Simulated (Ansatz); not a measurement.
Run report: SiH5S2 (charge +1), molecular dynamics (part 3 of 3)

Continued. System: SiH5S2, charge +1. Method: RKS B3LYP/6-31G (Ansatz 0.2.0). It belongs to a series of runs on one base structure; here: dynamics from the highest image of the converged band.

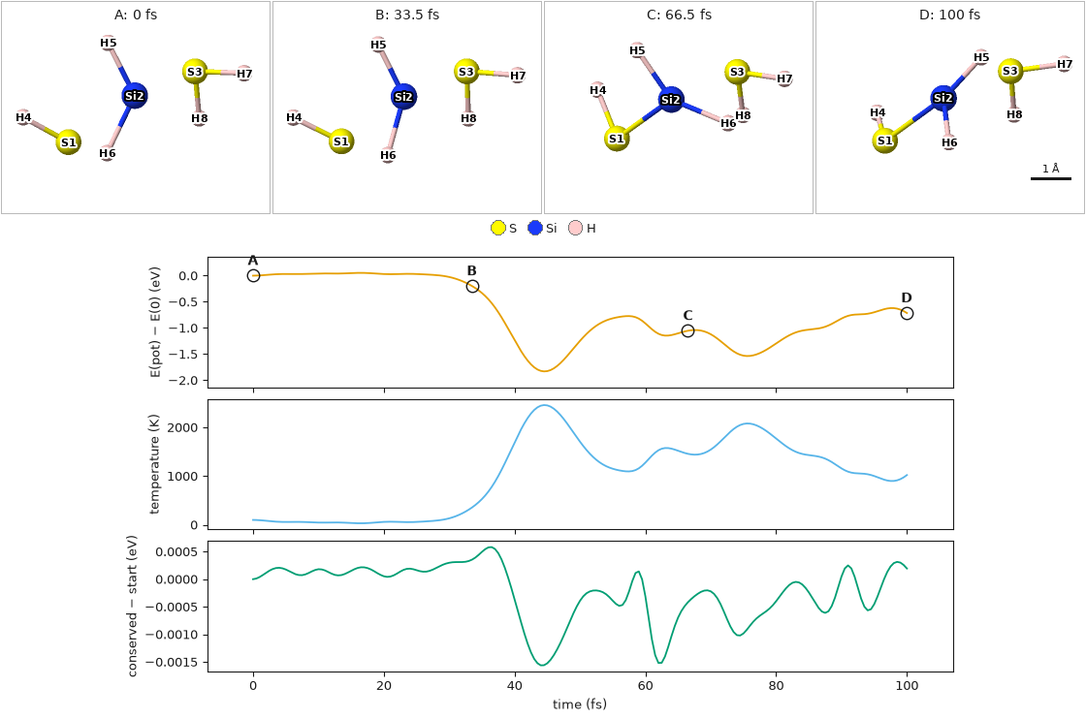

**Figure 1.** Frames of the molecular dynamics (ball-and-stick, seen at a tilt) above the curves, on which the letters mark them. The trajectory kept here has 201 frames over 100 fs. The temperature starts at 100 K, ranges from 31 to 2458 K and averages 1417 K over the second half. The potential energy ends 0.714 eV below its first value. The conserved quantity stays within 0.0021 eV. After an unweighted best fit of the last frame on the first, the root-mean-square displacement is 0.90 Å, and H4 has moved furthest (1.61 Å).

```
Total energy: -29618.57922097 eV, -1088.4627101767 hartree
Atom 0 at    -1.932420     0.322295    -0.202690 Å, force     0.781506    -0.243269    -0.488939 eV/Å
Atom 1 at     0.264946     0.945689    -0.169833 Å, force    -0.312627     1.552843     1.936482 eV/Å
Atom 2 at     1.275119    -1.438621     0.300820 Å, force    -0.638084    -1.069996     0.796905 eV/Å
Atom 3 at    -2.105557    -0.898451    -0.897135 Å, force     0.401704     0.598270     0.108371 eV/Å
Atom 4 at     1.732564     0.899910    -0.429966 Å, force    -0.265086     0.466357    -1.436282 eV/Å
Atom 5 at     0.144556     2.228618     0.805204 Å, force    -0.167695    -1.426827    -0.784534 eV/Å
Atom 6 at     2.446980    -1.727222     0.966473 Å, force     0.034817     0.295264    -0.014371 eV/Å
Atom 7 at     0.427489    -2.012359     1.230530 Å, force     0.165464    -0.172642    -0.117632 eV/Å
Dipole moment:     0.535724    -0.195692     0.131613 e Å
```

## Trajectory as extended XYZ (Å, eV, eV/Å), 12 of the 201 frames kept, from step=0 to step=200
```
8
Properties=species:S:1:pos:R:3:forces:R:3 step=0 time_fs=0.0 energy=-29617.86497 temperature=100.0
S    -1.9998    0.2819   -0.1970   -0.0036   0.0086  -0.0097
Si    0.4485    0.9199   -0.1487    0.0003  -0.0039  -0.0037
S     1.2557   -1.4302    0.3288    0.0091  -0.0082   0.0054
H    -2.3576    0.8446   -1.4094   -0.0028  -0.0043   0.0038
H     0.7342    0.9026   -1.6301   -0.0003  -0.0013   0.0102
H    -0.8765    1.5093    0.5865   -0.0038   0.0050   0.0020
H     2.3714   -1.2147    1.1109   -0.0008  -0.0010  -0.0053
H     0.4242   -1.8132    1.3589    0.0020   0.0050  -0.0027
8
Properties=species:S:1:pos:R:3:forces:R:3 step=18 time_fs=9.0 energy=-29617.82674 temperature=50.9
S    -1.9839    0.2788   -0.1925    0.0569  -0.1158   0.3070
Si    0.4327    0.9354   -0.1545    0.2343  -0.0742  -0.0591
S     1.2532   -1.4470    0.3286   -0.0279   0.2166   0.1578
H    -2.3325    0.8330   -1.3832   -0.2267   0.1601  -0.5306
H     0.7964    0.9884   -1.6225   -0.0909  -0.1259   0.0342
H    -0.8975    1.5550    0.5248   -0.0553  -0.0022   0.2417
H     2.3125   -1.1310    1.1496    0.1694  -0.0764  -0.0309
H     0.4278   -1.8201    1.3723   -0.0599   0.0177  -0.1200
8
Properties=species:S:1:pos:R:3:forces:R:3 step=36 time_fs=18.0 energy=-29617.81798 temperature=39.6
S    -1.9694    0.2777   -0.1903   -0.2534   0.3265  -0.5803
Si    0.4217    0.9492   -0.1600   -0.1423  -0.0362   0.3519
S     1.2520   -1.4581    0.3315    0.1294   0.4020  -0.0670
H    -2.3777    0.8018   -1.4337    0.1109  -0.2184   0.4875
H     0.7996    0.9894   -1.6178   -0.0684  -0.0616  -0.0948
H    -0.9377    1.5787    0.6014    0.2682  -0.2223  -0.1793
H     2.3193   -1.1196    1.1452   -0.0727  -0.1913   0.0049
H     0.3836   -1.8211    1.3358    0.0283   0.0013   0.0771
8
Properties=species:S:1:pos:R:3:forces:R:3 step=55 time_fs=27.5 energy=-29617.84944 temperature=80.2
S    -1.9581    0.2791   -0.1930   -0.4025  -0.2360  -0.3286
Si    0.4093    0.9603   -0.1600    0.1684  -0.6992  -0.3656
S     1.2517   -1.4602    0.3331    0.0108   0.3873   0.0030
H    -2.4389    0.7253   -1.4223    0.1511  -0.0689   0.1636
H     0.7413    0.9502   -1.6333    0.0248   0.1454   0.1338
H    -0.8103    1.5191    0.6286    0.0948   0.5512   0.3993
H     2.3293   -1.2354    1.1695   -0.0422  -0.0450  -0.0354
H     0.3655   -1.8178    1.3245   -0.0051  -0.0347   0.0298
8
Properties=species:S:1:pos:R:3:forces:R:3 step=73 time_fs=36.5 energy=-29618.39030 temperature=778.1
S    -1.9535    0.2751   -0.1994    0.7348  -0.0984   0.5674
Si    0.3922    0.9535   -0.1641   -2.5636  -0.7253   0.1093
S     1.2506   -1.4528    0.3348   -0.1810   0.4181   0.1291
H    -2.4268    0.6329   -1.4160   -0.0063  -0.0309  -0.7407
H     0.7360    1.0264   -1.6094    0.4474   0.3253   0.0801
H    -0.4478    1.7727    0.8545    1.4684   0.0042  -0.0036
H     2.3328   -1.3773    1.1826    0.1457   0.0912  -0.0172
H     0.3561   -1.8303    1.3181   -0.0454   0.0160  -0.1245
8
Properties=species:S:1:pos:R:3:forces:R:3 step=91 time_fs=45.5 energy=-29619.66997 temperature=2425.5
S    -1.9355    0.2722   -0.2035    1.0199   0.5207  -0.2220
Si    0.3152    0.9306   -0.1671   -0.3150   1.0294   0.8730
S     1.2477   -1.4348    0.3389   -0.1293   0.3098  -0.2342
H    -2.2659    0.4411   -1.5619    0.4128  -0.0833   0.4635
H     1.0076    1.2816   -1.4695   -0.2309  -0.3587   0.2559
H     0.7983    1.9598    1.0325   -0.7074  -1.5633  -1.2336
H     2.3664   -1.4566    1.1511   -0.1433   0.1842   0.0255
H     0.3109   -1.8444    1.2605    0.0933  -0.0388   0.0718
8
Properties=species:S:1:pos:R:3:forces:R:3 step=109 time_fs=54.5 energy=-29618.69861 temperature=1174.5
S    -1.8942    0.2806   -0.2066    0.3731   0.4123  -0.2718
Si    0.2319    0.9245   -0.1511    2.9039  -0.1601   0.3814
S     1.2404   -1.4107    0.3370   -0.1355  -0.6545  -0.4783
H    -1.8750    0.1862   -1.6082   -0.1537   0.0554   0.3999
H     1.1079    1.3210   -1.2883   -0.9926  -0.3522  -1.3018
H     1.5526    1.2924    0.6227   -1.9133   0.5324   1.1593
H     2.3473   -1.3979    1.1591   -0.1433   0.2452   0.0143
H     0.3241   -1.8837    1.2430    0.0614  -0.0785   0.0970
8
Properties=species:S:1:pos:R:3:forces:R:3 step=127 time_fs=63.5 energy=-29619.00998 temperature=1574.8
S    -1.8441    0.2980   -0.2106   -1.0014   0.1427   0.9241
Si    0.2082    0.9197   -0.1373    1.9413  -0.4633  -0.7560
S     1.2294   -1.4036    0.3245    0.2475  -1.2832  -0.2685
H    -1.6063   -0.0254   -1.5074   -0.4008  -0.1324  -0.6442
H     0.5393    1.0804   -1.6558    0.3634   0.0992   1.2550
H     1.2773    0.9552    0.9683   -1.1978   1.5716  -0.3563
H     2.2664   -1.1702    1.1952    0.1030   0.0128  -0.0448
H     0.3957   -1.9669    1.2677   -0.0551   0.0526  -0.1094
8
Properties=species:S:1:pos:R:3:forces:R:3 step=145 time_fs=72.5 energy=-29619.21995 temperature=1846.2
S    -1.8163    0.3160   -0.2045   -1.8207  -0.6175  -0.0797
Si    0.2232    0.9025   -0.1351   -0.3655  -0.1474   1.8044
S     1.2264   -1.4214    0.3062    0.6222   0.3637  -0.0205
H    -1.6767   -0.2370   -1.4888   -0.4189   0.2435   0.4348
H     0.2579    0.9492   -1.5783    1.6497   0.6071  -0.7652
H     0.4693    1.6064    1.2410    0.2842  -0.2706  -1.4394
H     2.1974   -0.9550    1.1696    0.1319  -0.3977   0.0489
H     0.4165   -2.0147    1.2525   -0.0830   0.2190   0.0168
8
Properties=species:S:1:pos:R:3:forces:R:3 step=164 time_fs=82.0 energy=-29619.00519 temperature=1570.1
S    -1.8315    0.3235   -0.1943   -1.3604  -0.5171  -0.6894
Si    0.2378    0.8828   -0.1092   -0.2169   2.0161  -1.8900
S     1.2386   -1.4340    0.2870    0.5079   0.6218   0.5711
H    -2.0527   -0.4031   -1.3718    0.2474   0.0679   0.4012
H     1.0514    1.1658   -1.4497   -0.5830  -0.4919   1.3097
H    -0.2558    2.2480    0.5653    1.3651  -1.2342   0.3485
H     2.2369   -1.0352    1.1689    0.0342  -0.4292  -0.1115
H     0.3759   -1.9186    1.2459    0.0057  -0.0333   0.0604
8
Properties=species:S:1:pos:R:3:forces:R:3 step=182 time_fs=91.0 energy=-29618.63298 temperature=1090.6
S    -1.8785    0.3213   -0.1947   -0.1535   0.5223   0.0388
Si    0.2434    0.9039   -0.1288    0.7267  -0.2695  -1.1782
S     1.2593   -1.4331    0.2824   -0.2860  -0.2601   0.9905
H    -2.2541   -0.5931   -1.1307    0.3642  -0.5409  -0.3539
H     1.6321    1.1102   -0.6700   -0.4465  -0.2664  -0.8662
H    -0.0614    2.2340    0.2835   -0.3194   1.1008   1.5722
H     2.3527   -1.4001    1.1302    0.0053   0.0732  -0.1540
H     0.3647   -1.8416    1.2512    0.1092  -0.3594  -0.0492
8
Properties=species:S:1:pos:R:3:forces:R:3 step=200 time_fs=100.0 energy=-29618.57897 temperature=1020.9
S    -1.9324    0.3223   -0.2027    0.7815  -0.2433  -0.4889
Si    0.2649    0.9457   -0.1698   -0.3126   1.5528   1.9365
S     1.2751   -1.4386    0.3008   -0.6381  -1.0700   0.7969
H    -2.1056   -0.8985   -0.8971    0.4017   0.5983   0.1084
H     1.7326    0.8999   -0.4300   -0.2651   0.4664  -1.4363
H     0.1446    2.2286    0.8052   -0.1677  -1.4268  -0.7845
H     2.4470   -1.7272    0.9665    0.0348   0.2953  -0.0144
H     0.4275   -2.0124    1.2305    0.1655  -0.1726  -0.1176
```

The run was set up as follows.

## Input
```yaml
crystal:
  periodic: [false, false, false]
  atoms:
    - { symbol: S, position_ang: [-1.999828, 0.281859, -0.197002] }
    - { symbol: Si, position_ang: [0.448455, 0.9199, -0.148698] }
    - { symbol: S, position_ang: [1.255668, -1.430238, 0.328752] }
    - { symbol: H, position_ang: [-2.357566, 0.844556, -1.409386] }
    - { symbol: H, position_ang: [0.734236, 0.902554, -1.630056] }
    - { symbol: H, position_ang: [-0.876498, 1.509271, 0.586547] }
    - { symbol: H, position_ang: [2.371363, -1.214726, 1.110942] }
    - { symbol: H, position_ang: [0.424169, -1.813175, 1.358903] }
total_charge: 1
basis:
  gaussian: { orbitals: "6-31G" }
hamiltonian:
  xc: b3lyp
md:
  timestep: 0.5
  n_steps: 200
  ensemble: nve
  temperature: 100.0
  initial_velocities: maxwell_boltzmann
  seed: 8465
```

Run as:
```bash
ansatz run input.yaml --threads 1 --pin off --max-ram 2048MiB --backend cpu --events-out ev --progress --plain --runs-dir out
```

## Results in brief

| quantity | value |
| --- | --- |
| outcome | finished |
| mean temperature over the second half | 1417 K |
| trajectory | 200 steps, 100 fs |
| ensemble | nve |
| temperature in the input | 100.0 K |
| time step | 0.5 fs |
| potential energy (last step) | −29618.5792 eV |
| mean-field energy (last step) | −29618.5792 eV |
| largest force (length of the vector) (last step) | 2.502 eV/Å |
| hardware | 1 thread of Arm Neoverse N1, 16 GiB of memory available, shared host |
| wall time | 12 min |
| peak memory | 0.12 GiB |

So short a trajectory is not equilibrated.
